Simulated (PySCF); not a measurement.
**RuNCl: relaxation and vibrations of the triplet**

The task is one start of a wider search on RuNCl: the triplet, from a bent start. It is relaxed, tested by its Hessian and followed downhill if it is a saddle.

Program: PySCF 2.14.0. Level of theory: PBE0, basis Ru def2-TZVP with ECP28, N def2-TZVP, Cl def2-TZVP, scalar-relativistic core potentials, no spin–orbit coupling, density fitting. These are calculated values, not measurements.

**1. Where the work starts**

3 atoms, charge 0, spin multiplicity 3.

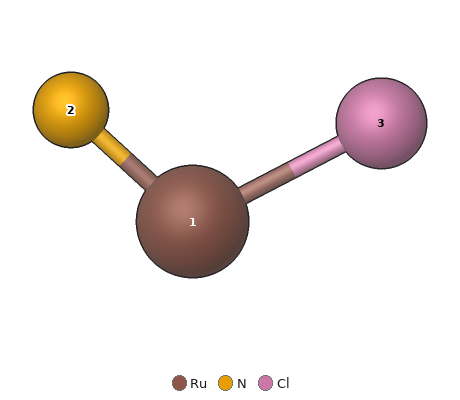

Start geometry, drawn with ruthenium brown, nitrogen amber, chlorine pink; atoms are numbered from 1 in the order of the file.

Coordinates in bohr (charge 0 multiplicity 3):
```
Ru    0.0000    0.0000    0.0000
N    -2.6934    0.0000    1.8859
Cl    3.4675    0.0000    2.4279
```

**2. Finding the electronic state**

The steps below are one call of a driver around PySCF. For each, scf.py gives the equivalent set-up of the SCF; relaxations use the driver's own optimiser. After this first run the driver tries any further starts and a stability analysis.

Input file scf.py:

```python
from pyscf import gto, scf, dft
mol = gto.M(atom='''
Ru     0.000000     0.000000     0.000000
N     -1.425300     0.000000     0.998000
Cl     1.834900     0.000000     1.284800''',
    basis={'Ru': 'def2-TZVP', 'N': 'def2-TZVP', 'Cl': 'def2-TZVP'},
    ecp={'Ru': 'def2-TZVP'},
    charge=0, spin=2)
mf = dft.UKS(mol, xc='PBE0')
mf.grids.atom_grid = (50, 194)
aux = {'Ru': 'def2-universal-JKFIT', 'N': 'def2-universal-JKFIT', 'Cl': 'def2-universal-JKFIT'}
mf = mf.density_fit(auxbasis=aux)
mf.conv_tol = 1e-08
mf.diis_space = 10
mf.max_cycle = 60
mf.init_guess = 'minao'
mf.verbose = 4
mf.kernel()
```

On the command line:

```console
OMP_NUM_THREADS=4 python axn.py task.json out
```

The log of the run:

```text
init E= -601.701019222953
[... the frontier-level lines of each cycle are left out ...]
cycle= 1 E= -608.616517892415  delta_E= -6.92  |g|= 1.58  |ddm|= 3.05
cycle= 2 E= -599.61974876123  delta_E=    9  |g|= 3.48  |ddm|=  5.9
cycle= 3 E= -608.772087585124  delta_E= -9.15  |g|= 1.35  |ddm|= 5.88
cycle= 4 E= -609.323665290307  delta_E= -0.552  |g|= 0.719  |ddm|= 0.717
cycle= 5 E= -609.498019390003  delta_E= -0.174  |g|= 0.434  |ddm|= 0.845
cycle= 6 E= -609.600996247688  delta_E= -0.103  |g|= 0.0873  |ddm|= 0.407
cycle= 7 E= -609.604595596963  delta_E= -0.0036  |g|= 0.032  |ddm|= 0.0875
cycle= 8 E= -609.605313741953  delta_E= -0.000718  |g|= 0.0288  |ddm|= 0.0404
cycle= 9 E= -609.605661053938  delta_E= -0.000347  |g|= 0.028  |ddm|= 0.0248
cycle= 10 E= -609.606120423524  delta_E= -0.000459  |g|= 0.0186  |ddm|= 0.0273
cycle= 11 E= -609.606527863455  delta_E= -0.000407  |g|= 0.00886  |ddm|= 0.0333
cycle= 12 E= -609.606731768252  delta_E= -0.000204  |g|= 0.00378  |ddm|= 0.0235
cycle= 13 E= -609.606881189859  delta_E= -0.000149  |g|= 0.00235  |ddm|= 0.0249
cycle= 14 E= -609.606994702685  delta_E= -0.000114  |g|= 0.00159  |ddm|= 0.0334
cycle= 15 E= -609.60701222052  delta_E= -1.75e-05  |g|= 0.000749  |ddm|= 0.0169
cycle= 16 E= -609.607012880239  delta_E= -6.6e-07  |g|= 0.000474  |ddm|= 0.00143
cycle= 17 E= -609.60701359403  delta_E= -7.14e-07  |g|= 0.000296  |ddm|= 0.00153
cycle= 18 E= -609.607014267594  delta_E= -6.74e-07  |g|= 0.000182  |ddm|= 0.00219
cycle= 19 E= -609.607014498403  delta_E= -2.31e-07  |g|= 7.64e-05  |ddm|= 0.00222
cycle= 20 E= -609.607014516049  delta_E= -1.76e-08  |g|= 2.34e-05  |ddm|= 0.000365
cycle= 21 E= -609.607014517733  delta_E= -1.68e-09  |g|= 8.73e-06  |ddm|= 0.000142
Extra cycle  E= -609.607014517889  delta_E= -1.56e-10  |g|= 1.53e-05  |ddm|= 2.88e-05
converged SCF energy = -609.607014517889  <S^2> = 2.1207142  2S+1 = 3.0794247
```

This step, with its further starts and checks, needed 10 s of wall time on 4 threads of AMD EPYC 9R45 (Zen 5), shared host.

The starts that the driver tried:

| start | energy (Eh) |
| --- | --- |
| the minimal-basis guess | -609.607015 |
| a thermally smeared density | -609.607057 |
| a smeared PBE density | -609.607015 |

This is not the lowest solution: one lies 0.4 kJ/mol lower, at -609.60716 Eh, and the relaxation starts from that.

**3. Relaxation: bent start, triplet**

The program finds Cs symmetry in the start, which this walk keeps. Threshold on the gradient: 0.0003 Eh/bohr, with a further test on the energy change.

scf.py: that of step 2 with these lines changed.

```diff
@@ -3,3 +3,3 @@
-Ru     0.000000     0.000000     0.000000
-N     -1.425300     0.000000     0.998000
-Cl     1.834900     0.000000     1.284800''',
+Ru    -0.292993     0.000000    -0.390406
+N     -1.718293     0.000000     0.607594
+Cl     1.541907     0.000000     0.894394''',
@@ -16 +15,0 @@
-mf.init_guess = 'minao'
```

The optimiser's trace:

```
step  energy (Eh)  change (kJ/mol)  largest symmetric gradient (Eh/bohr)
   0  -609.607161             0.00                               0.08449
   1  -609.629031           -57.42                               0.00994
   2  -609.631124           -62.92                               0.00637
   3  -609.632199           -65.74                               0.00845
   4  -609.632305           -66.02                               0.00348
   5  -609.632317           -66.05                               0.00016
   6  -609.632317           -66.05                               0.00003
```

The walk took 15 s.

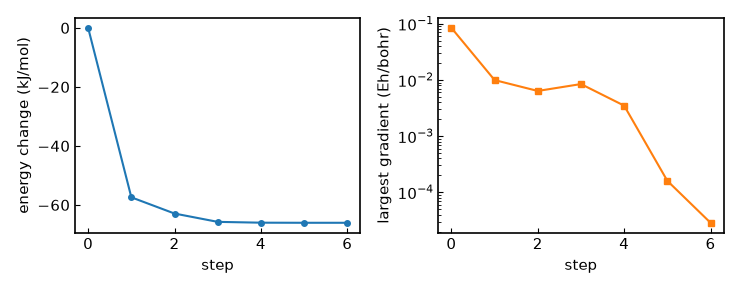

Energy and largest gradient along the walk.

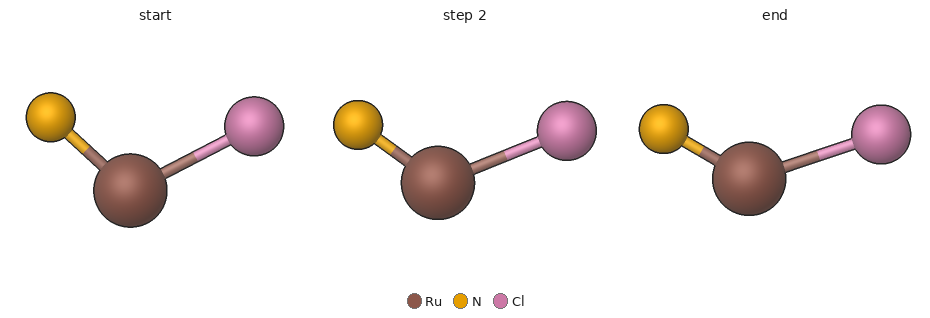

The geometry along the walk, at one scale.

It settles in Cs symmetry, 66.0 kJ/mol below the start, after 6 steps: Ru–Cl 2.237 Å, Ru–N 1.589 Å; Cl–Ru–N 131.2°.

**4. Vibrations and properties at this point**

On the finer grid the gradient is checked again; gradients at displacements of ±0.02 bohr then give force constants and infrared intensities.

scf.py: that of step 3 with these lines changed.

```diff
@@ -3,3 +3,3 @@
-Ru    -0.292993     0.000000    -0.390406
-N     -1.718293     0.000000     0.607594
-Cl     1.541907     0.000000     0.894394''',
+Ru    -0.329124     0.000000    -0.286704
+N     -1.795063     0.000000     0.327277
+Cl     1.677340     0.000000     0.701084''',
@@ -10 +10 @@
-mf.grids.atom_grid = (50, 194)
+mf.grids.atom_grid = (75, 302)
@@ -13 +13 @@
-mf.conv_tol = 1e-08
+mf.conv_tol = 1e-10
```

This SCF starts from the last density.

SCF at the final geometry:

```text
init E= -609.632280736764
[... the frontier-level lines of each cycle are left out ...]
cycle= 1 E= -609.632280736753  delta_E= 1.16e-11  |g|= 7.49e-06  |ddm|= 5.81e-06
Extra cycle  E= -609.632280736401  delta_E= 3.51e-10  |g|= 3.16e-05  |ddm|= 1.74e-05
converged SCF energy = -609.632280736401  <S^2> = 2.0222448  2S+1 = 3.0147934
```

The whole step took 28 s.

Geometry: Cs; Ru–Cl 2.236 Å, Ru–N 1.589 Å; Cl–Ru–N 131.1°.

Harmonic modes (main isotopes):

```
symmetry  ω (cm⁻¹)  IR (km/mol)  μ (u)     type
      a'       161          5.0  18.57     bend
      a'       400         47.5  40.99  stretch
      a'      1152         83.5  15.62  stretch
```

No imaginary mode, so this is a minimum.

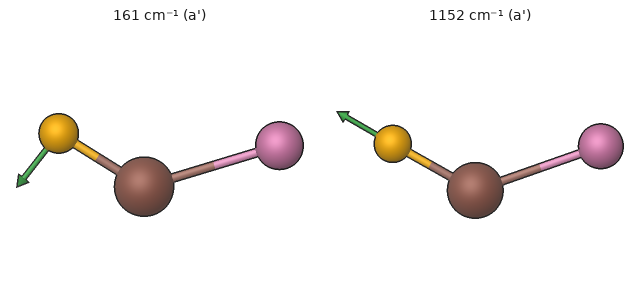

How the atoms move in 2 of the modes.

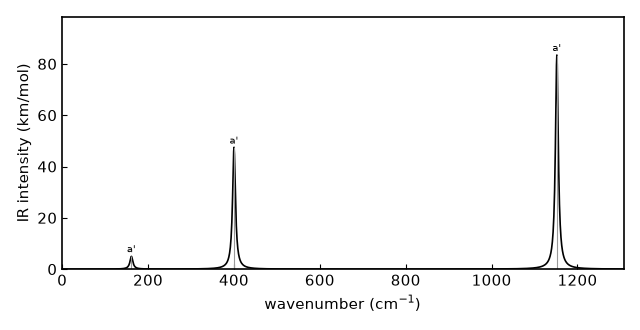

The harmonic infrared spectrum (widths in cm⁻¹). Lines are broadened to a width of 8 cm⁻¹ (Lorentzian).

Constants and moments:

```yaml
Dipole_moment: 1.71 D
Highest_occupied_level: -6.68 eV
Lowest_empty_level: -4.08 eV
Rotational_constants: 1.188, 0.1007, 0.09282 cm⁻¹
Zero-point_energy: 10.2 kJ/mol
Principal_polarisabilities: 43.2, 46.8, 72.9 bohr³
Atomisation_energy_without_zero-point_energy: 779 kJ/mol
Principal_traceless_quadrupole_moments_about_the_centre_of_mass: -5.40, 1.70, 3.70 D Å
Entropy_at_298.15_K_and_1_bar_electronic_part_spin_only: 297.9 J/(mol K)
Heat_capacity_Cp_at_298.15_K: 48.3 J/(mol K)
Enthalpy_at_298.15_K_above_0_K: 12.42 kJ/mol
Rotational_symmetry_number: 1
Spin_squared_⟨S²⟩: 2.022
```

Charges (e) and bond orders:

| atom | Mulliken | Löwdin | polar tensor | spin (Mulliken) | Mayer order to Ru1 |
| --- | --- | --- | --- | --- | --- |
| Ru1 | 0.83 | 0.22 | 0.97 | 1.88 | – |
| N2 | -0.41 | -0.18 | -0.45 | 0.12 | 2.69 |
| Cl3 | -0.42 | -0.04 | -0.52 | 0.00 | 0.92 |

Mulliken populations on Ru1 (outside its core potential): s 2.56, p 6.20, d 6.40, f 0.02.

**5. Summary of results**

```
                                          quantity                                        value
                                           minimum                                  triplet, Cs
                                          geometry  Ru–Cl 2.236 Å, Ru–N 1.589 Å; Cl–Ru–N 131.1°
                                wavenumbers (cm⁻¹)                161 (a'), 400 (a'), 1152 (a')
                                     dipole moment                                       1.71 D
highest occupied, lowest empty level (either spin)                              -6.68, -4.08 eV
                        polar-tensor charge of Ru1                                      +0.97 e
                                 zero-point energy                                  10.2 kJ/mol
                               entropy at 298.15 K                              297.9 J/(mol K)
         atomisation energy (no zero-point energy)                                   779 kJ/mol
                                              ⟨S²⟩                                        2.022
```

**Reading.** The bent start keeps its Cs symmetry and ends in a minimum. The strongest infrared band lies at 1152 cm⁻¹ (a', stretch). Most of the spin sits on Ru1 (Mulliken spin 1.88, against 2 for the whole molecule). Only this shape and spin were tried, so other structures or states may lie lower. One determinant may miss the lowest occupation of an open d or f shell.

The search up to here took 54 s.
